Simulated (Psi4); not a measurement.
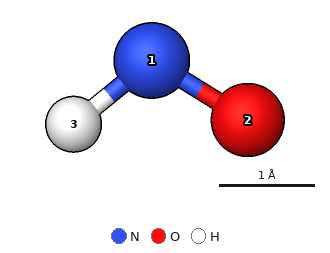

*The structure as given in the input (ball-and-stick view, seen on its broad side; atoms are numbered from 1 in the order of the input).*

# Molecular dynamics of NHO (part 1 of 2)

NHO (nitroxyl), computed with TPSS/6-31G*, RKS, dispersion D4 (Psi4 1.11).

The geometry comes from this level: PBE0-D4/def2-TZVP.

What the program printed
```
gradient() will perform analytic gradient computation.

   => Loading Basis Set <=

    Name: 6-31G*
    Role: ORBITAL
    Keyword: BASIS

   => TPSS-D4(BJ,EEQ)ATM: Empirical Dispersion <=

        a1 =       0.428223
        a2 =       4.542571
       alp =      16.000000
        s6 =       1.000000
        s8 =       1.765964
        s9 =       1.000000
        ga =       3.000000
        gc =       2.000000
        wf =       6.000000

         ---------------------------------------------------------
                                   SCF
                              RKS Reference
                        1 Threads,   1525 MiB Core
         ---------------------------------------------------------

  ==> Geometry <==

    Molecular point group: c1
    Full point group: C1

    Geometry (in Angstrom), charge = 0, multiplicity = 1:

       Center              X                  Y                   Z               Mass
    ------------   -----------------  -----------------  -----------------  -----------------
         N           -0.550379464342     0.019028198086    -0.355601032485    14.003074004430
         O            0.525019580189     0.044672627044     0.363903724935    15.994914619570
         H           -0.685276676936    -0.973371458327    -0.834570892013     1.007825032230

  Running in c1 symmetry.

  Rotational constants: A =     17.70568  B =      1.22560  C =      1.14626 [cm^-1]
  Rotational constants: A = 530802.88836  B =  36742.66739  C =  34363.96211 [MHz]
  Nuclear repulsion =   28.368423772270077

  Charge       = 0
  Multiplicity = 1
  Electrons    = 16
  Nalpha       = 8
  Nbeta        = 8

  ==> Algorithm <==

  SCF Algorithm Type is DF.
  DIIS enabled.
  MOM disabled.
  Fractional occupation disabled.
  Guess Type is SAD.
  Energy threshold   = 1.00e-08
  Density threshold  = 1.00e-08
  Integral threshold = 1.00e-12

  ==> Primary Basis <==

  Basis Set: 6-31G*
    Blend: 6-31G*
    Number of shells: 14
    Number of basis functions: 32
    Number of Cartesian functions: 32
    Spherical Harmonics?: false
    Max angular momentum: 2

  ==> DFT Potential <==

   => LibXC <=

    Version 7.1.2

   => Composite Functional: TPSS-D4BJEEQATM <=

    TPSS Meta-GGA XC Functional

    Deriv               =              1
    GGA                 =           TRUE
    Meta                =           TRUE

    Exchange Hybrid     =          FALSE
    MP2 Hybrid          =          FALSE

   => Exchange Functionals <=

    1.0000   XC_MGGA_X_TPSS

   => Correlation Functionals <=

    1.0000   XC_MGGA_C_TPSS

   => LibXC Density Thresholds  <==

    XC_MGGA_C_TPSS:  1.00E-15
    XC_MGGA_X_TPSS:  1.00E-15

   => Molecular Quadrature <=

    Radial Scheme          =       TREUTLER
    Pruning Scheme         =           NONE
    Nuclear Scheme         =       TREUTLER

    Blocking Scheme        =         OCTREE
    BS radius alpha        =              1
    Pruning alpha          =              1
    Radial Points          =             75
    Spherical Points       =            302
    Total Points           =          64945
    Total Blocks           =            545
    Max Points             =            256
    Max Functions          =             32
    Weights Tolerance      =       1.00E-15

   => Loading Basis Set <=

    Name: (6-31G* AUX)
    Role: JKFIT
    Keyword: DF_BASIS_SCF

  ==> Integral Setup <==

  DFHelper Memory: AOs need 0.002 GiB; user supplied 0.973 GiB.
  SCF_SUBTYPE=INCORE selected. In-core MEM_DF algorithm will be used.
  Using in-core AOs.

  ==> MemDFJK: Density-Fitted J/K Matrices <==

    J tasked:                   Yes
    K tasked:                    No
    wK tasked:                   No
    Memory [MiB]:               996
    Algorithm:                 Core
    Schwarz Cutoff:           1E-12
    Mask sparsity (%):       0.0000
    Fitting Condition:        1E-10

   => Auxiliary Basis Set <=

  Basis Set: (6-31G* AUX)
    Blend: CC-PVDZ-JKFIT
    Number of shells: 57
    Number of basis functions: 187
    Number of Cartesian functions: 187
    Spherical Harmonics?: false
    Max angular momentum: 3

  Cached 100.0% of DFT collocation blocks in 0.144 [GiB].

  Minimum eigenvalue in the overlap matrix is 9.4224529232E-03.
  Reciprocal condition number of the overlap matrix is 1.8438447433E-03.
    Using symmetric orthogonalization.

  ==> Pre-Iterations <==

  SCF Guess: Superposition of Atomic Densities via on-the-fly atomic UHF (no occupation information).

   -------------------------
    Irrep   Nso     Nmo
   -------------------------
     A         32      32
   -------------------------
    Total      32      32
   -------------------------

  ==> Iterations <==

                           Total Energy        Delta E     RMS |[F,P]|

   @DF-RKS iter SAD:  -130.03801934440691   -1.30038e+02   0.00000e+00
   @DF-RKS iter   1:  -130.43107072655556   -3.93051e-01   1.03933e-02 ADIIS/DIIS
   @DF-RKS iter   2:  -130.34152881079967    8.95419e-02   1.74255e-02 ADIIS/DIIS
   @DF-RKS iter   3:  -130.43823153706478   -9.67027e-02   9.81136e-03 ADIIS/DIIS
   @DF-RKS iter   4:  -130.47943435208475   -4.12028e-02   1.47565e-03 ADIIS/DIIS
   @DF-RKS iter   5:  -130.48035516409283   -9.20812e-04   1.51664e-04 ADIIS/DIIS
   @DF-RKS iter   6:  -130.48036636908807   -1.12050e-05   2.61192e-05 DIIS
   @DF-RKS iter   7:  -130.48036671536678   -3.46279e-07   1.24457e-06 DIIS
   @DF-RKS iter   8:  -130.48036671598172   -6.14932e-10   3.62035e-07 DIIS
   @DF-RKS iter   9:  -130.48036671603475   -5.30349e-11   1.09738e-07 DIIS
   @DF-RKS iter  10:  -130.48036671604052   -5.76961e-12   6.26545e-09 DIIS
  Energy and wave function converged.

  ==> Post-Iterations <==

   Electrons on quadrature grid:
      Ntotal   =   15.9999996084 ; deviation = -3.916e-07

    Orbital Energies [Eh]
    ---------------------

    Doubly Occupied:

       1A    -18.993373     2A    -14.253031     3A     -1.043024
       4A     -0.679850     5A     -0.462309     6A     -0.393751
       7A     -0.377387     8A     -0.210557

    Virtual:

       9A     -0.163957    10A      0.043104    11A      0.175805
      12A      0.568256    13A      0.626478    14A      0.631052
      15A      0.719980    16A      0.809489    17A      0.866397
      18A      0.883289    19A      0.941981    20A      1.265821
      21A      1.410366    22A      1.456307    23A      1.502492
      24A      1.689995    25A      1.840313    26A      2.056039
      27A      2.214017    28A      2.402366    29A      2.427710
      30A      2.706979    31A      3.344136    32A      3.550177

    Final Occupation by Irrep:
              A
    DOCC [     8 ]
    NA   [     8 ]
    NB   [     8 ]

  @DF-RKS Final Energy:  -130.48036671604052

   => Energetics <=

    Nuclear Repulsion Energy =             28.3684237722700772
    One-Electron Energy =                -234.1266116434461253
    Two-Electron Energy =                  90.9578233985283049
    DFT Exchange-Correlation Energy =     -15.6792774797645382
    Empirical Dispersion Energy =          -0.0007247636282294
    VV10 Nonlocal Energy =                  0.0000000000000000
    Total Energy =                       -130.4803667160405212

Computation Completed

Properties will be evaluated at   0.000000,   0.000000,   0.000000 [a0]

Properties computed using the SCF density matrix

 Multipole Moments:

 ------------------------------------------------------------------------------------
     Multipole            Electronic (a.u.)      Nuclear  (a.u.)        Total (a.u.)
 ------------------------------------------------------------------------------------

 L = 1.  Multiply by 2.5417464519 to convert [e a0] to [Debye]
 Dipole X            :          0.4175168           -0.6383047           -0.2207878
 Dipole Y            :          0.3752534           -0.9123466           -0.5370933
 Dipole Z            :          0.4228927           -0.7796033           -0.3567107
 Magnitude           :                                                    0.6815123

 ------------------------------------------------------------------------------------

	total time  =          3 seconds =       0.05 minutes

         ------------------------------------------------------------
                                   SCF GRAD
         ------------------------------------------------------------

  ==> Geometry <==

    Molecular point group: c1
    Full point group: C1

    Geometry (in Angstrom), charge = 0, multiplicity = 1:

       Center              X                  Y                   Z               Mass
    ------------   -----------------  -----------------  -----------------  -----------------
         N           -0.550379464342     0.019028198086    -0.355601032485    14.003074004430
         O            0.525019580189     0.044672627044     0.363903724935    15.994914619570
         H           -0.685276676936    -0.973371458327    -0.834570892013     1.007825032230

  Nuclear repulsion =   28.368423772270077

  ==> Basis Set <==

  Basis Set: 6-31G*
    Blend: 6-31G*
    Number of shells: 14
    Number of basis functions: 32
    Number of Cartesian functions: 32
    Spherical Harmonics?: false
    Max angular momentum: 2

  ==> DFJKGrad: Density-Fitted SCF Gradients <==

    Gradient:                    1
    J tasked:                  Yes
    K tasked:                   No
    wK tasked:                  No
    Integrals threads:           1
    Memory [MiB]:             1144
    Schwarz Cutoff:          1E-12
    Fitting Condition:       1E-10

   => Auxiliary Basis Set <=

  Basis Set: (6-31G* AUX)
    Blend: CC-PVDZ-JKFIT
    Number of shells: 57
    Number of basis functions: 187
    Number of Cartesian functions: 187
    Spherical Harmonics?: false
    Max angular momentum: 3

  ==> DFT Potential <==

   => LibXC <=

    Version 7.1.2

   => Composite Functional: TPSS-D4BJEEQATM <=

    TPSS Meta-GGA XC Functional

    Deriv               =              1
    GGA                 =           TRUE
    Meta                =           TRUE

    Exchange Hybrid     =          FALSE
    MP2 Hybrid          =          FALSE

   => Exchange Functionals <=

    1.0000   XC_MGGA_X_TPSS

   => Correlation Functionals <=

    1.0000   XC_MGGA_C_TPSS

   => LibXC Density Thresholds  <==

    XC_MGGA_C_TPSS:  1.00E-15
    XC_MGGA_X_TPSS:  1.00E-15

   => Molecular Quadrature <=

    Radial Scheme          =       TREUTLER
    Pruning Scheme         =           NONE
    Nuclear Scheme         =       TREUTLER

    Blocking Scheme        =         OCTREE
    BS radius alpha        =              1
    Pruning alpha          =              1
    Radial Points          =             75
    Spherical Points       =            302
    Total Points           =          64945
    Total Blocks           =            545
    Max Points             =            256
    Max Functions          =             32
    Weights Tolerance      =       1.00E-15

  -Total Gradient:
     Atom            X                  Y                   Z
    ------   -----------------  -----------------  -----------------
       1       -0.060717116118     0.002135526516    -0.039215134841
       2        0.073434659054     0.011752041911     0.053062089065
       3       -0.012719089405    -0.013892208812    -0.013849797927

	total time  =          0 seconds =       0.00 minutes
```

Standard output
```
step   0  Epot   -3550.737754  Ekin  0.471489  Etot   -3550.266264 eV  T  1215.9 K
step   1  Epot   -3550.745626  Ekin  0.479359  Etot   -3550.266266 eV  T  1236.2 K
step   2  Epot   -3550.751919  Ekin  0.485654  Etot   -3550.266265 eV  T  1252.4 K
step   3  Epot   -3550.756569  Ekin  0.490308  Etot   -3550.266261 eV  T  1264.4 K
step   4  Epot   -3550.759548  Ekin  0.493293  Etot   -3550.266255 eV  T  1272.1 K
step   5  Epot   -3550.760852  Ekin  0.494605  Etot   -3550.266247 eV  T  1275.5 K
step   6  Epot   -3550.760493  Ekin  0.494254  Etot   -3550.266240 eV  T  1274.6 K
step   7  Epot   -3550.758488  Ekin  0.492257  Etot   -3550.266232 eV  T  1269.4 K
step   8  Epot   -3550.754859  Ekin  0.488636  Etot   -3550.266224 eV  T  1260.1 K
step   9  Epot   -3550.749630  Ekin  0.483415  Etot   -3550.266215 eV  T  1246.6 K
step  10  Epot   -3550.742832  Ekin  0.476626  Etot   -3550.266206 eV  T  1229.1 K
step  11  Epot   -3550.734511  Ekin  0.468315  Etot   -3550.266196 eV  T  1207.7 K
step  12  Epot   -3550.724732  Ekin  0.458548  Etot   -3550.266184 eV  T  1182.5 K
step  13  Epot   -3550.713591  Ekin  0.447420  Etot   -3550.266170 eV  T  1153.8 K
step  14  Epot   -3550.701215  Ekin  0.435061  Etot   -3550.266155 eV  T  1121.9 K
step  15  Epot   -3550.687772  Ekin  0.421635  Etot   -3550.266137 eV  T  1087.3 K
step  16  Epot   -3550.673466  Ekin  0.407349  Etot   -3550.266117 eV  T  1050.5 K
step  17  Epot   -3550.658538  Ekin  0.392442  Etot   -3550.266095 eV  T  1012.0 K
step  18  Epot   -3550.643256  Ekin  0.377183  Etot   -3550.266073 eV  T   972.7 K
step  19  Epot   -3550.627915  Ekin  0.361865  Etot   -3550.266049 eV  T   933.2 K
step  20  Epot   -3550.612821  Ekin  0.346794  Etot   -3550.266026 eV  T   894.3 K
step  21  Epot   -3550.598286  Ekin  0.332282  Etot   -3550.266003 eV  T   856.9 K
step  22  Epot   -3550.584617  Ekin  0.318636  Etot   -3550.265982 eV  T   821.7 K
step  23  Epot   -3550.572109  Ekin  0.306147  Etot   -3550.265962 eV  T   789.5 K
step  24  Epot   -3550.561032  Ekin  0.295087  Etot   -3550.265945 eV  T   761.0 K
step  25  Epot   -3550.551627  Ekin  0.285698  Etot   -3550.265929 eV  T   736.8 K
```
